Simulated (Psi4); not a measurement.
# SiClOF2 (SMILES [O][Si](F)(F)Cl): U-wB97X-V/def2-SVP

Aim: the vertical doublet–quartet gap of SiClOF2 at U-wB97X-V/def2-SVP, from 2 runs. 

The results are computed with Psi4 1.11.

5 further runs of the same task are left out: 4 that didn't finish, 1 set aside as unsound or not needed.

## 1. The structure to begin with

The species is SiClOF2 (5 atoms), meant as a doublet with charge 0. SMILES: `[O][Si](F)(F)Cl`. The coordinates come from a PBE0-D4/def2-TZVP relaxation.

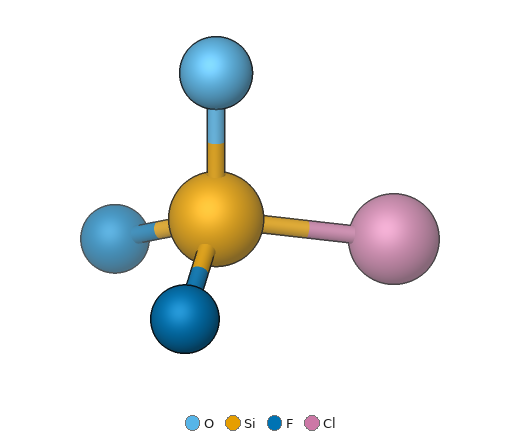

The structure, seen from a chosen angle (oxygen blue, silicon amber, fluorine blue, chlorine pink).

## 2. A single-point energy at U-wB97X-V/def2-SVP

Contents of job.json:

```json
{
 "schema_name": "qcschema_input",
 "schema_version": 1,
 "molecule": {
  "schema_name": "qcschema_molecule",
  "schema_version": 2,
  "symbols": ["O", "Si", "F", "F", "Cl"],
  "geometry": [-0.32711159, 0.09202966, 3.06589166, 0.13417055, -0.17423275, 0.01058247, -0.70789141, -2.82192802, -1.02555437, 2.98897981, 0.14059562, -0.72546586, -1.99385003, 2.62426267, -1.40368857],
  "molecular_charge": 0,
  "molecular_multiplicity": 2,
  "fix_symmetry": "c1",
  "fix_com": true,
  "fix_orientation": true
 },
 "driver": "energy",
 "model": {
  "method": "wb97x-v",
  "basis": "def2-SVP"
 },
 "keywords": {
  "reference": "uks",
  "puream": true,
  "e_convergence": 1e-09,
  "d_convergence": 1e-08,
  "scf_type": "pk",
  "dft_radial_points": 99,
  "dft_spherical_points": 590,
  "maxiter": 100
 }
}
```

Command:

```bash
$ psi4 --qcschema job.json -n 1 --memory 2200MB
```

stdout:

```text
[...]
  Running in c1 symmetry.
[...]
  Nuclear repulsion =  309.297036903644539
[...]
  Multiplicity = 2
[...]
  Nalpha       = 29
  Nbeta        = 28
[...]
    Number of basis functions: 78
[...]
   @UKS iter   1: -1023.71577415091451   -3.51589e-01   1.02528e-02 ADIIS/DIIS
[...]
   @UKS iter  17: -1024.06469211789772   -2.72848e-12   7.21168e-09 DIIS
[...]
   @S^2 Observed:                7.525539049E-01
[...]
    Orbital Energies [Eh]
    ---------------------
    Alpha Occupied:
       1A   -101.529947     2A    -66.280230     3A    -24.796339
       4A    -24.796271     5A    -19.314283     6A     -9.596455
       7A     -7.356172     8A     -7.349873     9A     -7.348982
      10A     -5.530347    11A     -3.885206    12A     -3.884968
      13A     -3.883833    14A     -1.352028    15A     -1.327981
      16A     -1.153040    17A     -0.998866    18A     -0.707543
      19A     -0.644353    20A     -0.632228    21A     -0.619715
      22A     -0.585277    23A     -0.580731    24A     -0.565441
      25A     -0.550545    26A     -0.526259    27A     -0.500512
      28A     -0.470211    29A     -0.469510
    Alpha Virtual:
[...]
  @UKS Final Energy: -1024.06469211789772
   => Energetics <=
    Nuclear Repulsion Energy =            309.2970369036445391
    One-Electron Energy =               -2033.3236463000882850
    Two-Electron Energy =                 758.1319362774941055
    DFT Exchange-Correlation Energy =     -58.4061883607435064
    Empirical Dispersion Energy =           0.0000000000000000
    VV10 Nonlocal Energy =                  0.2361693617954773
    Total Energy =                      -1024.0646921178977209
[...]
 Multipole Moments:
 ------------------------------------------------------------------------------------
     Multipole            Electronic (a.u.)      Nuclear  (a.u.)        Total (a.u.)
 ------------------------------------------------------------------------------------
 L = 1.  Multiply by 2.5417464519 to convert [e a0] to [Debye]
 Dipole X            :         14.0533517          -14.1041599           -0.0508083
 Dipole Y            :        -18.6979606           18.7774526            0.0794920
 Dipole Z            :         14.7927765          -14.9465999           -0.1538234
 Magnitude           :                                                    0.1804497
[...]
```

The result, in JSON:

```text
{
 "driver": "energy",
 "model": {
  "method": "wb97x-v",
  "basis": "def2-SVP"
 },
 "success": true,
 "return_result": -1024.0646921178977,
 "properties": {
  "calcinfo_nbasis": 78,
  "calcinfo_nmo": 78,
  "calcinfo_nalpha": 29,
  "calcinfo_nbeta": 28,
  "calcinfo_natom": 5,
  "nuclear_repulsion_energy": 309.29703690364454,
  "return_energy": -1024.0646921178977,
  "scf_one_electron_energy": -2033.3236463000883,
  "scf_two_electron_energy": 758.1319362774941,
  "scf_vv10_energy": 0.23616936179547732,
  "scf_xc_energy": -58.406188360743506,
  "scf_dipole_moment": [-0.050808257910279764, 0.07949196079982812, -0.15382340590671006],
  "scf_total_energy": -1024.0646921178977,
  "scf_iterations": 17
 }
}
```

Wall time 77 s (1 thread of AMD EPYC 7R43 (Zen 3), shared host); peak memory 0.79 GiB.

## 3. The quartet at the same level

Contents of run.py:

```python
import psi4

psi4.set_memory(2200000000)
psi4.set_num_threads(1)
psi4.core.set_output_file('run.log', False)

molecule = psi4.geometry("""
0 4
O     -0.32711159     0.09202966     3.06589166
Si     0.13417055    -0.17423275     0.01058247
F     -0.70789141    -2.82192802    -1.02555437
F      2.98897981     0.14059562    -0.72546586
Cl    -1.99385003     2.62426267    -1.40368857
units bohr
symmetry c1
no_reorient
no_com
""")

options = {'basis': 'def2-SVP', 'reference': 'uks', 'puream': True, 'e_convergence': 1e-09, 'd_convergence': 1e-08, 'scf_type': 'pk', 'dft_radial_points': 99, 'dft_spherical_points': 590, 'maxiter': 100}
psi4.set_options(options)

energy_value, wavefunction = psi4.energy("wb97x-v", return_wfn=True)
print(f'wb97x-v energy: {energy_value:.10f} Eh')
for k, v in sorted(psi4.core.scalar_variables().items()):
    print(f'{k:45s} {v:18.10f}')
```

Command:

```bash
$ python run.py
```

run.log:

```text
[...]
  Running in c1 symmetry.
[...]
  Nuclear repulsion =  309.297036903644539
[...]
  Multiplicity = 4
[...]
  Nalpha       = 30
  Nbeta        = 27
[...]
    Number of basis functions: 78
[...]
   @UKS iter   1: -1023.15892246785097    2.05262e-01   1.21869e-02 ADIIS/DIIS
[...]
   @UKS iter  51: -1023.70843616867592   -7.38964e-12   9.71105e-09 DIIS
[...]
   @S^2 Observed:                3.764024648E+00
[...]
    Orbital Energies [Eh]
    ---------------------
    Alpha Occupied:
       1A   -101.561157     2A    -66.216159     3A    -24.759701
       4A    -24.759637     5A    -19.417421     6A     -9.629349
       7A     -7.389951     8A     -7.385579     9A     -7.380539
      10A     -5.477359    11A     -3.830974    12A     -3.830199
      13A     -3.828916    14A     -1.321078    15A     -1.296205
      16A     -1.245960    17A     -1.036596    18A     -0.712893
      19A     -0.669548    20A     -0.647961    21A     -0.640219
      22A     -0.600289    23A     -0.599258    24A     -0.565681
      25A     -0.553466    26A     -0.548086    27A     -0.530525
      28A     -0.511525    29A     -0.501787    30A     -0.115776
    Alpha Virtual:
[...]
  @UKS Final Energy: -1023.70843616867592
   => Energetics <=
    Nuclear Repulsion Energy =            309.2970369036445391
    One-Electron Energy =               -2033.1396832418013219
    Two-Electron Energy =                 758.2860925762986426
    DFT Exchange-Correlation Energy =     -58.3870905438686805
    Empirical Dispersion Energy =           0.0000000000000000
    VV10 Nonlocal Energy =                  0.2352081370509591
    Total Energy =                      -1023.7084361686759166
[...]
 Multipole Moments:
 ------------------------------------------------------------------------------------
     Multipole            Electronic (a.u.)      Nuclear  (a.u.)        Total (a.u.)
 ------------------------------------------------------------------------------------
 L = 1.  Multiply by 2.5417464519 to convert [e a0] to [Debye]
 Dipole X            :         13.6041137          -14.1041599           -0.5000462
 Dipole Y            :        -18.1929161           18.7774526            0.5845364
 Dipole Z            :         15.3400543          -14.9465999            0.3934544
 Magnitude           :                                                    0.8640228
[...]
```

Standard output:

```text
wb97x-v energy: -1023.7084361687 Eh
CURRENT ENERGY                                  -1023.7084361687
CURRENT REFERENCE ENERGY                        -1023.7084361687
DD SOLVATION ENERGY                                 0.0000000000
DFT FUNCTIONAL TOTAL ENERGY                     -1023.7084361687
DFT TOTAL ENERGY                                -1023.7084361687
DFT VV10 ENERGY                                     0.2352081371
DFT XC ENERGY                                     -58.3870905439
GRID ELECTRONS ALPHA                               29.9999980526
GRID ELECTRONS BETA                                26.9999981467
GRID ELECTRONS TOTAL                               56.9999961993
NUCLEAR REPULSION ENERGY                          309.2970369036
ONE-ELECTRON ENERGY                             -2033.1396832418
PCM POLARIZATION ENERGY                             0.0000000000
PE ENERGY                                           0.0000000000
SCF ITERATION ENERGY                            -1023.7084361687
SCF ITERATIONS                                     51.0000000000
SCF TOTAL ENERGY                                -1023.7084361687
TWO-ELECTRON ENERGY                               758.2860925763
XC GRID RADIAL POINTS                              99.0000000000
XC GRID SPHERICAL POINTS                          590.0000000000
XC GRID TOTAL POINTS                           277244.0000000000
```

Run time: 3.6 min. Hardware: 1 thread of AMD EPYC 7R43 (Zen 3), shared host; peak memory 0.79 GiB.

## 4. Summary of results

Level: U-wB97X-V/def2-SVP.

| quantity | value |
| --- | --- |
| doublet: total energy | -1024.06469 Eh |
| doublet: dipole moment | 0.46 D |
| doublet: HOMO energy (highest over α and β) | -12.54 eV |
| doublet: LUMO energy (lowest over α and β) | -3.36 eV |
| doublet: ⟨S²⟩ | 0.753 |
| quartet: total energy | -1023.70844 Eh |
| quartet: dipole moment | 2.20 D |
| quartet: HOMO energy (highest over α and β) | -3.15 eV |
| quartet: ⟨S²⟩ | 3.764 |
| vertical energy of the quartet above the doublet | 9.694 eV |

At this shape the quartet lies 9.69 eV (935 kJ/mol) above the doublet.
